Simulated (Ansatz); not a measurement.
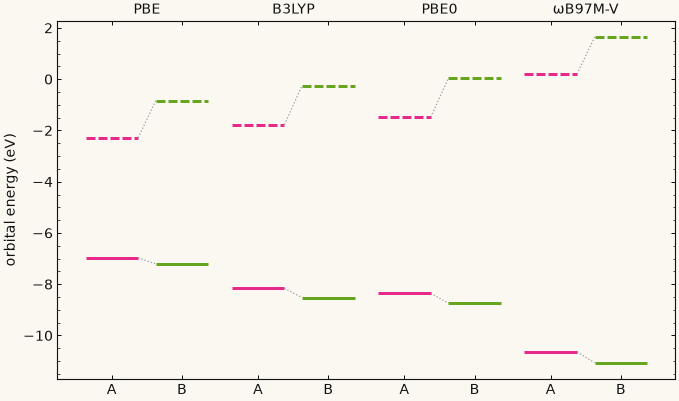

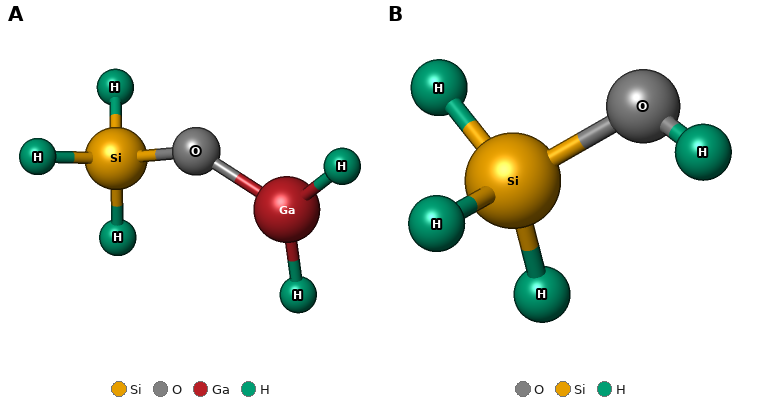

One change: A, GaSiH₅O (SMILES [SiH3][O][GaH2]), becomes B, SiH₄O (SMILES O[SiH3]). GaH₂ on O is replaced by H. HOMO (solid) and LUMO (dashed) computed in def2-TZVPP at PBE0-D4/def2-TZVP geometries, both minima by their frequencies, gas phase, the Ansatz code 0.2.0. Empty levels above zero depend strongly on the basis.

**What does the change do to HOMO and LUMO?**

PBE: the HOMO falls by 0.24 eV, the LUMO rises by 1.45 eV, and the separation goes from 4.69 to 6.38 eV. B3LYP: the HOMO falls by 0.36 eV, the LUMO rises by 1.52 eV, and the separation goes from 6.39 to 8.27 eV. PBE0: the HOMO falls by 0.37 eV, the LUMO rises by 1.51 eV, and the separation goes from 6.88 to 8.77 eV. ωB97M-V: the HOMO falls by 0.42 eV, the LUMO rises by 1.44 eV, and the separation goes from 10.85 to 12.71 eV.

**Do the functionals agree on the effect?**

They agree on the direction for both levels; the HOMO shift lies between −0.42 and −0.24 eV and the LUMO shift between 1.44 and 1.52 eV, while the separations themselves differ by up to 6.3 eV between functionals.
